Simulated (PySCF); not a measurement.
Vertical excitations of a molecule C2H8BN from TDA-PBE/def2-SVPD in PySCF, as energy in eV (oscillator strength): 6.59 (0.001), 6.81 (0.002), 6.99 (0.037), 7.41 (0.038), 7.59 (0.014), 7.61 (0.021), 7.73 (0.013), 7.91 (0.076), 7.96 (0.042), 8.07 (0.186). Lowest triplet (TDA): 5.93 eV. The structure is a stationary point at B3LYP-D3(BJ)/def2-SVP. The values are those of a single conformer.

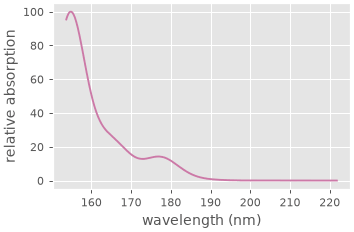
*The lines broadened by 0.4 eV.*

### Question
Pick the molecule that these values belong to.
(A) CBNC
(B) BN(C)C
(C) CB(C)N
(D) CCBN

### Answer
D, CCBN
